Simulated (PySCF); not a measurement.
**doublet SiSe−: levels of theory compared**

We compute a comparison of 6 runs (UB3LYP/aug-cc-pVTZ, UM06-L/aug-cc-pVTZ, UPBE0/aug-cc-pVTZ, USVWN5/aug-cc-pVTZ, UTPSS/aug-cc-pVTZ, UCCSD(T)/aug-cc-pVTZ) of doublet SiSe−. 

Program for the calculation: PySCF 2.14.0.

## 1. The molecule

The species is SiSe− (2 atoms), meant as a doublet with charge -1. SMILES of the parent species: `[Si][Se]`. The shape comes from GFN2-xTB, which is rough for such elements, and wasn't checked as a minimum. That shape belongs to the parent species and isn't relaxed for this state.

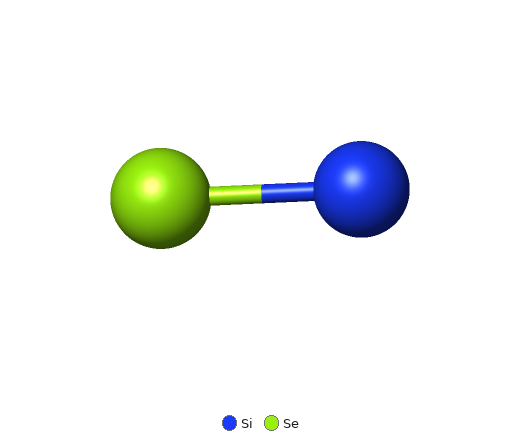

Viewed from a chosen angle; silicon blue, selenium green.

## 2. A single-point energy at UB3LYP/aug-cc-pVTZ (run 1)

Input file calc.py:

```python
from pyscf import gto, dft

molecule = gto.Mole()
molecule.atom = '''
Si     0.000000     0.000000     0.000000
Se     0.000000     0.000000     4.014780
'''
molecule.charge = -1
molecule.verbose = 3
molecule.basis = 'aug-cc-pvtz'
molecule.unit = 'bohr'
molecule.spin = 1
molecule.max_memory = 1860
molecule.build()

ks = dft.UKS(molecule)
ks.xc = 'b3lyp'
ks.grids.level = 5
ks.conv_tol = 1e-10
ks.kernel()
if not ks.converged:
    ks = ks.newton().run(ks.mo_coeff, ks.mo_occ)

e_final = ks.e_tot
print('E = %.10f Eh' % e_final)
```

Launch:

```bash
OMP_NUM_THREADS=1 python calc.py
```

Output:

```text
WARN: HOMO -0.108724028239715 >= LUMO -0.108724028239717

converged SCF energy = -2691.19523125391  <S^2> = 0.7549376  2S+1 = 2.0049315
E = -2691.1952312539 Eh
```

It took 29 s on 1 thread of Arm Neoverse N1, shared host; peak memory 0.55 GiB.

## 3. The energy at UM06-L/aug-cc-pVTZ (run 2)

Input file mol.xyz:

```xyz
2

Si     0.000000     0.000000     0.000000
Se     0.000000     0.000000     2.124530
```

Input file job.py:

```python
from pyscf import gto, dft

mol = gto.M(
    atom='mol.xyz',
    charge=-1,
    basis='aug-cc-pvtz',
    max_memory=1860,
    verbose=4,
    spin=1,
)

myscf = dft.UKS(mol)
myscf.xc = 'm06-l'
myscf.conv_tol = 1e-10
myscf.grids.level = 5
myscf.kernel()
if not myscf.converged:
    myscf = myscf.newton().run(myscf.mo_coeff, myscf.mo_occ)

e_final = myscf.e_tot
print('E = %.10f Eh' % e_final)
```

Launch:

```bash
OMP_NUM_THREADS=1 python job.py
```

Output:

```text
PySCF version 2.14.0

[INPUT] num. atoms = 2
[INPUT] num. electrons = 49
[INPUT] charge = -1
[INPUT] spin (= nelec alpha-beta = 2S) = 1
[INPUT] symmetry False subgroup None
[INPUT] Mole.unit = angstrom
[INPUT] Symbol           X                Y                Z      unit          X                Y                Z       unit  Magmom
[INPUT]  1 Si     0.000000000000   0.000000000000   0.000000000000 AA    0.000000000000   0.000000000000   0.000000000000 Bohr   0.0
[INPUT]  2 Se     0.000000000000   0.000000000000   2.124530000000 AA    0.000000000000   0.000000000000   4.014779843422 Bohr   0.0

nuclear repulsion = 118.561918352727
number of shells = 27
number of NR pGTOs = 202
number of NR cGTOs = 109
basis = aug-cc-pvtz
ecp = {}

[... 32 lines left out ...]
[... the frontier-level lines of each cycle are left out ...]
[... 60 lines left out ...]
converged SCF energy = -2691.04098790093  <S^2> = 0.75764568  2S+1 = 2.0076311
E = -2691.0409879009 Eh
```

Wall time 67 s (1 thread of Arm Neoverse N1, shared host); peak memory 0.6 GiB.

Runs 3 to 5 aren't shown in full; the table further down has their settings and results.

## 4. A single-point energy at UCCSD(T)/aug-cc-pVTZ (run 6)

Input file input.py:

```python
from pyscf import gto, cc

mol = gto.M(
    atom='''
Si       0.000000       0.000000       0.000000
Se       0.000000       0.000000       2.124530
''',
    charge=-1,
    basis='aug-cc-pvtz',
    verbose=3,
    spin=1,
    max_memory=1860,
)

hf = mol.UHF()
hf.conv_tol = 1e-10
hf.kernel()
if not hf.converged:
    hf = hf.newton().run(hf.mo_coeff, hf.mo_occ)

mycc = cc.CCSD(hf, frozen=14)
mycc.kernel()
e_t = mycc.ccsd_t()
etot = mycc.e_tot + e_t
print(f'total energy: {etot:.8f} hartree')
```

Launch:

```bash
OMP_NUM_THREADS=1 python input.py
```

Output:

```text
converged SCF energy = -2688.86236557538  <S^2> = 0.77549553  2S+1 = 2.0253351
E(UCCSD) = -2689.196627056276  E_corr = -0.3342614808992242
UCCSD(T) correction = -0.019251811300343
total energy: -2689.21587887 hartree
```

Wall time 7.5 min (1 thread of Arm Neoverse N1, shared host); peak memory 3.6 GiB.

## 5. Overview of the runs

```
run                 level  integration grid  frozen core orbitals   energy (Eh)  HOMO energy (eV)  LUMO energy (eV)   ⟨S²⟩  wall time
  1    UB3LYP/aug-cc-pVTZ                 5                     –  -2691.195231              1.16              2.47  0.755       29 s
  2    UM06-L/aug-cc-pVTZ                 5                     –  -2691.040988              1.92              2.29  0.758       67 s
  3     UPBE0/aug-cc-pVTZ                 5                     –  -2690.734264              0.95              2.60  0.757       32 s
  4    USVWN5/aug-cc-pVTZ                 5                     –  -2686.588537              1.71              1.72  0.752       25 s
  5     UTPSS/aug-cc-pVTZ                 5                     –  -2691.089954              1.69              2.02  0.757       61 s
  6  UCCSD(T)/aug-cc-pVTZ                 –                    14  -2689.215879             -1.15              3.96  0.775    7.5 min
```

## 6. What came out

```
                                                         quantity           value
                                              run 6: total energy  -2689.21588 Eh
run 6: HOMO energy (Hartree–Fock orbitals) (highest over α and β)        -1.15 eV
 run 6: LUMO energy (Hartree–Fock orbitals) (lowest over α and β)         3.96 eV
              run 6: correlation energy (14 core orbitals frozen)      -353.5 mEh
                                            run 6: (T) correction      -19.25 mEh
                         run 6: ⟨S²⟩ of the reference determinant           0.775
                                             run 6: T1 diagnostic           0.019
```

What this shows: Totals of different functionals can't be ranked against each other. In runs 1, 2, 3, 4, 5 the HOMO lies above zero, from self-interaction, a short basis or an electron that isn't bound. All runs together took 11 min, the longest 7.5 min.
